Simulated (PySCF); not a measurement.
## Electronic structure of C₃H₁₄AlNSi₂ (SMILES CCC[SiH2][N]([AlH2])[SiH3]) in real space

```yaml
atoms:
  - { symbol: C, position_ang: [-2.8423, -0.8818, 0.5498] }
  - { symbol: C, position_ang: [-1.4276, -0.4022, 0.2654] }
  - { symbol: C, position_ang: [-1.2892, 0.3571, -1.0421] }
  - { symbol: Si, position_ang: [0.4932, 0.9794, -1.3404] }
  - { symbol: N, position_ang: [1.4730, 0.3186, -0.0733] }
  - { symbol: Al, position_ang: [1.0143, -0.8091, 1.2875] }
  - { symbol: Si, position_ang: [3.1655, 0.7216, 0.0032] }
  - { symbol: H, position_ang: [-2.8838, -1.4247, 1.4917] }
  - { symbol: H, position_ang: [-3.1874, -1.5400, -0.2440] }
  - { symbol: H, position_ang: [-3.5210, -0.0335, 0.6087] }
  - { symbol: H, position_ang: [-0.7428, -1.2768, 0.2483] }
  - { symbol: H, position_ang: [-1.0876, 0.2390, 1.0964] }
  - { symbol: H, position_ang: [-1.9756, 1.2038, -1.0324] }
  - { symbol: H, position_ang: [-1.6101, -0.2832, -1.8640] }
  - { symbol: H, position_ang: [0.5290, 2.4494, -1.2918] }
  - { symbol: H, position_ang: [0.9671, 0.5270, -2.6558] }
  - { symbol: H, position_ang: [1.3142, -2.3242, 1.1434] }
  - { symbol: H, position_ang: [0.7693, -0.2414, 2.7077] }
  - { symbol: H, position_ang: [3.8458, 0.3153, -1.2267] }
  - { symbol: H, position_ang: [3.3409, 2.1628, 0.1950] }
  - { symbol: H, position_ang: [3.6462, -0.0403, 1.1729] }
```

Geometry: GFN2-xTB.

Method: PBE0/pcSseg-1, SCF density, gas phase, non-relativistic in PySCF.

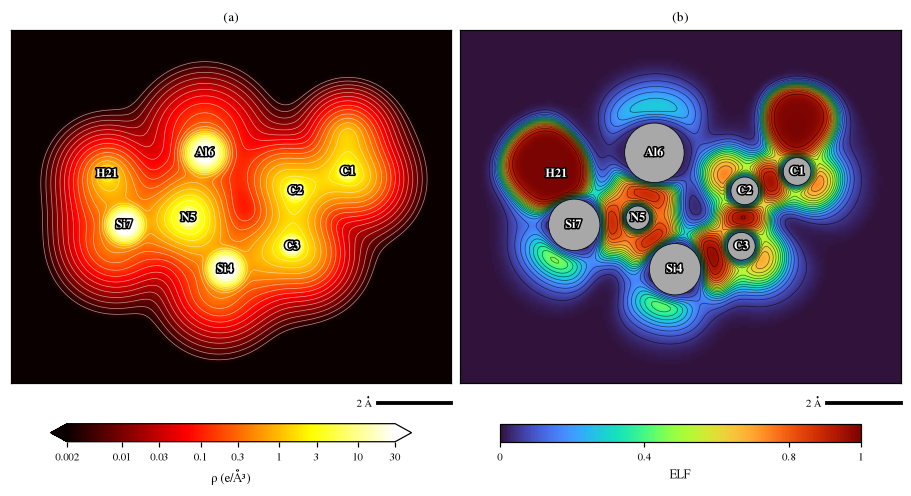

Figure 1. (a) electron density; (b) ELF on the plane of atoms C3, Si4 and N5. Grey discs cover the atomic cores in the ELF map.

Question: What do the fields say about this system?

Answer:
- The section cuts through C, Si, N, Al and H sites.
- C–C (1.52 Å): ρ at the midpoint is about 1.6 e/Å³; the ELF peaks at about 0.95 between the atoms: a covalent bond.
- Si–N (1.73 Å): ρ at the midpoint is about 1 e/Å³; the ELF peaks at about 0.90 between the atoms: a polar covalent bond.
- Al–N (1.83 Å): ρ at the midpoint is about 0.74 e/Å³; the ELF peaks at about 0.90 in the valence shell of N, 0.7 Å from its nucleus, and is about 0.65 at the midpoint.
- C–Si (1.91 Å): the density is about 0.91 e/Å³ at the midpoint; the ELF peaks at about 0.95 between the atoms (a shared electron pair).
- Si–H (1.48 Å): the density is about 0.79 e/Å³ at the midpoint; the ELF climbs to about 1 towards the hydrogen, as it does in any bond to H.

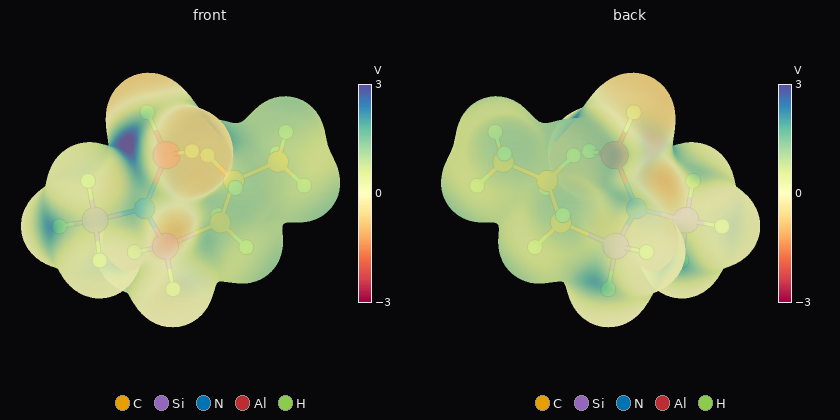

Figure 2. The molecular electrostatic potential painted on the density surface at 0.004 e/bohr³, seen from the front and from behind; the colour scale runs from red (negative) to blue (positive).

Question: Where is the surface potential most negative and most positive?

Answer: The most negative region (about −0.7 V, or −16 kcal/mol for a unit charge) lies over N5, the most positive (about +2.8 V, or +65 kcal/mol for a unit charge) over Al6.
